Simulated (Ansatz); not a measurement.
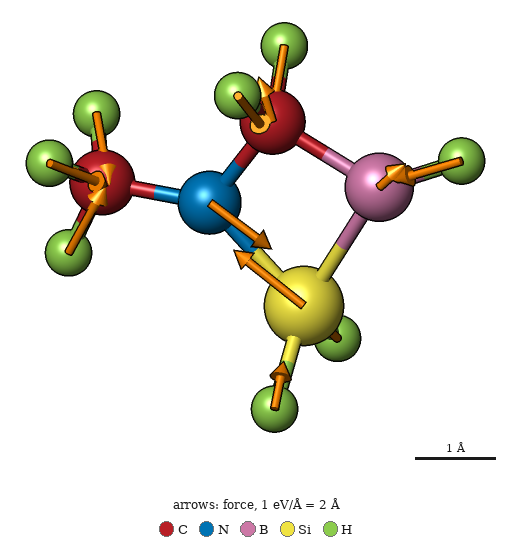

Starting geometry of C₂H₈BNSi with the computed forces as orange arrows. Style: ball-and-stick. Shown at a tilt.

The start comes from PBE-D4/def2-SVP.

Level of theory: RKS PBE0-D4/def2-TZVP in Ansatz 0.2.0.

The input:
```yaml
crystal:
  periodic: [false, false, false]
  atoms:
    - {symbol: C, position_ang: [-1.005736, 1.111016, 0.978694]}
    - {symbol: N, position_ang: [-0.136730, 0.292904, 0.181195]}
    - {symbol: C, position_ang: [-0.501536, -1.086826, -0.184746]}
    - {symbol: B, position_ang: [0.794731, -1.459205, -1.018218]}
    - {symbol: Si, position_ang: [1.451845, 0.406585, -0.580993]}
    - {symbol: H, position_ang: [-2.002850, 1.264170, 0.495431]}
    - {symbol: H, position_ang: [-0.556727, 2.112322, 1.139862]}
    - {symbol: H, position_ang: [-1.203212, 0.665183, 1.985956]}
    - {symbol: H, position_ang: [-1.449328, -1.170254, -0.785482]}
    - {symbol: H, position_ang: [-0.663367, -1.771109, 0.694381]}
    - {symbol: H, position_ang: [1.063974, -2.492961, -1.590543]}
    - {symbol: H, position_ang: [1.600800, 1.469047, -1.653935]}
    - {symbol: H, position_ang: [2.628536, 0.624329, 0.353197]}
basis:
  gaussian: {orbitals: def2-TZVP}
hamiltonian: {xc: pbe0, dispersion: d4}
relax: {f_tol: 0.005, max_steps: 150}
```

Launched with:
```bash
ansatz run in.yaml --threads 4 --pin off --events-out ev --progress --plain --max-ram 10444MiB
```

**What follows when this structure is relaxed?**

It isn't relaxed: the largest force vector, on H atoms, is 0.58 eV/Å. The final displacements follow the starting forces only in part (cosine between the two patterns 0.68). The largest moves after the best rigid fit, 0.042 Å, are those of H12 and H13. By element the largest moves are H 0.042 Å, Si 0.026 Å, C 0.016 Å, N 0.011 Å, B 0.006 Å. Near-neighbour distances that change, for instance: N2–Si5 1.766 → 1.729 Å, B4–H11 1.212 → 1.190 Å, Si5–H12 1.517 → 1.497 Å, C3–H10 1.126 → 1.106 Å. Over 5 geometry steps the energy falls by 0.063 eV. The largest force component goes from 0.53 to 0.0025 eV/Å.
